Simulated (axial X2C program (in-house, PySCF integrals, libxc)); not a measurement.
# BrAsBr⁺: bond lengths and stretches, held linear

How do method and spin–orbit coupling move the bonds and stretches of BrAsBr⁺, held linear?

Method: all-electron X2C, two-component (2c) or spin-free, Br dyall-av3z, As dyall-v3z; program: an in-house X2C program for linear molecules on PySCF integrals.

All values are calculated.

2 further runs of the same task are left out: 2 set aside as unsound or not needed.

### 1 Set-up

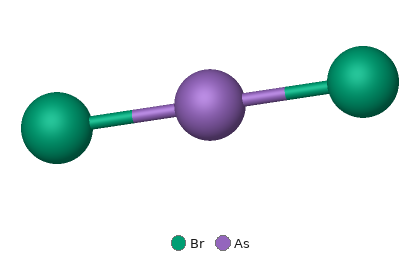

The atoms on one line, bonds 2.350 and 2.350 Å (bromine teal, arsenic purple).

File task.json:

```json
{
 "zs": [
  35,
  33,
  35
 ],
 "q": 1,
 "bas": [
  "dyall-av3z",
  "dyall-v3z",
  "dyall-av3z"
 ],
 "r0": [
  2.35,
  2.35
 ],
 "symm": 1,
 "scan": [
  "PBE0",
  "HF",
  "r2SCAN"
 ],
 "levels": [
  "PBE0",
  "HF",
  "PBE"
 ],
 "nst": 2
}
```

Keys: zs atomic numbers; q charge; bas basis sets; r0 starting distance in Å; symm equal bonds; scan levels of the two-bond scan (MP2 follows by itself at each HF point); levels methods; nst determinants followed.

Command:

```console
> python solin.py task.json out
```

Masses Br 78.918, As 74.922, Br 78.918 u.

### 2 Scan at PBE0, 2c

State: Ω = 0 (all partner blocks equally filled). Energies above the lowest point, from the job's result record:

| r(Br–As) (Å) | r(As–Br) (Å) | E (meV) |
| --- | --- | --- |
| 2.2708 | 2.2708 | 52.99 |
| 2.2708 | 2.3290 | 20.39 |
| 2.2708 | 2.3872 | 30.77 |
| 2.3290 | 2.2708 | 20.39 |
| 2.3290 | 2.3290 | 0.00 |
| 2.3290 | 2.3872 | 21.80 |
| 2.3290 | 2.4455 | 76.74 |
| 2.3872 | 2.2708 | 30.77 |
| 2.3872 | 2.3290 | 21.80 |
| 2.3872 | 2.3872 | 54.28 |
| 2.4455 | 2.3290 | 76.74 |
| 2.4455 | 2.4455 | 193.43 |

A quadratic surface with cubic terms in each bond gives the minimum at 2.327 and 2.327 Å, force constants 1.99, 1.99 and coupling 0.50 mdyn/Å.

### 3 Scan at HF, 2c

State: Ω = 0 (all partner blocks equally filled). Energies above the lowest point, from the job's result record:

| r(Br–As) (Å) | r(As–Br) (Å) | E (meV) |
| --- | --- | --- |
| 2.2708 | 2.2708 | 33.93 |
| 2.2708 | 2.3290 | 8.81 |
| 2.2708 | 2.3872 | 27.92 |
| 2.3290 | 2.2708 | 8.81 |
| 2.3290 | 2.3290 | 0.00 |
| 2.3290 | 2.3872 | 34.42 |
| 2.3290 | 2.4455 | 103.16 |
| 2.3872 | 2.2708 | 27.92 |
| 2.3872 | 2.3290 | 34.42 |
| 2.3872 | 2.3872 | 83.24 |
| 2.4455 | 2.3290 | 103.16 |
| 2.4455 | 2.4455 | 260.39 |

A quadratic surface with cubic terms in each bond gives the minimum at 2.315 and 2.315 Å, force constants 2.11, 2.11 and coupling 0.68 mdyn/Å.

### 4 Scan at r2SCAN, 2c

State: Ω = 0 (all partner blocks equally filled). Energies above the lowest point, from the job's result record:

| r(Br–As) (Å) | r(As–Br) (Å) | E (meV) |
| --- | --- | --- |
| 2.2708 | 2.2708 | 83.16 |
| 2.2708 | 2.3290 | 35.50 |
| 2.2708 | 2.3872 | 30.22 |
| 2.3290 | 2.2708 | 35.50 |
| 2.3290 | 2.3290 | 0.00 |
| 2.3290 | 2.3872 | 6.07 |
| 2.3290 | 2.4455 | 44.72 |
| 2.3872 | 2.2708 | 30.22 |
| 2.3872 | 2.3290 | 6.07 |
| 2.3872 | 2.3872 | 22.72 |
| 2.4455 | 2.3290 | 44.72 |
| 2.4455 | 2.4455 | 129.02 |

A quadratic surface with cubic terms in each bond gives the minimum at 2.345 and 2.345 Å, force constants 1.83, 1.83 and coupling 0.50 mdyn/Å.

### 5 Comparison

| level | r(Br–As) (Å) | r(As–Br) (Å) | lower stretch (cm⁻¹) | upper stretch (cm⁻¹) |
| --- | --- | --- | --- | --- |
| PBE0, 2c | 2.327 | 2.327 | 231.5 | 314.8 |
| HF, 2c | 2.315 | 2.315 | 245.1 | 309.6 |
| r2SCAN, 2c | 2.345 | 2.345 | 223.9 | 298.2 |
| MP2, 2c | 2.338 | 2.338 | 227.9 | 319.2 |
| PBE0, spin-free | 2.325 | 2.325 | 232.1 | 315.9 |
| HF, spin-free | 2.313 | 2.313 | 245.8 | 310.6 |
| r2SCAN, spin-free | 2.343 | 2.343 | 224.4 | 299.2 |
| MP2, spin-free | 2.336 | 2.336 | 228.2 | 320.1 |

Scans not shown above were run alike.

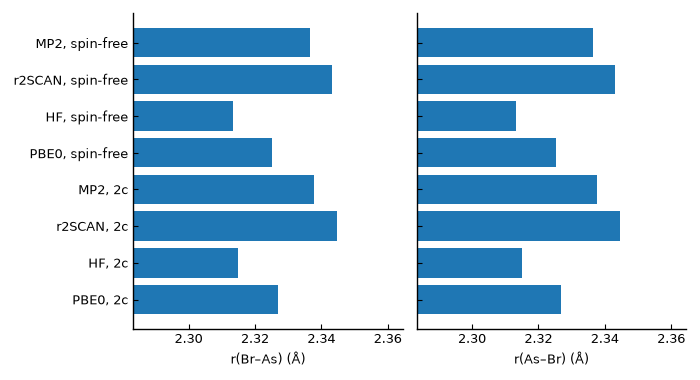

The two bond lengths by level.

What this shows: Over the levels the Br–As bond spans 2.313 to 2.345 Å and the As–Br bond 2.313 to 2.345 Å. At PBE0 going from spin-free to two-component moves the bonds by +0.002 and +0.002 Å. Each state is one determinant, the lowest of a limited PBE0 search; the stretches come from a fit to few points and are good to some per cent at best. The stretches are sorted by size, and where the two bonds are alike the symmetric and antisymmetric modes can swap order between levels. MP2 freezes inner shells (threshold -2 hartree). The molecule was held linear; bending was not examined, so a bent shape may lie lower.
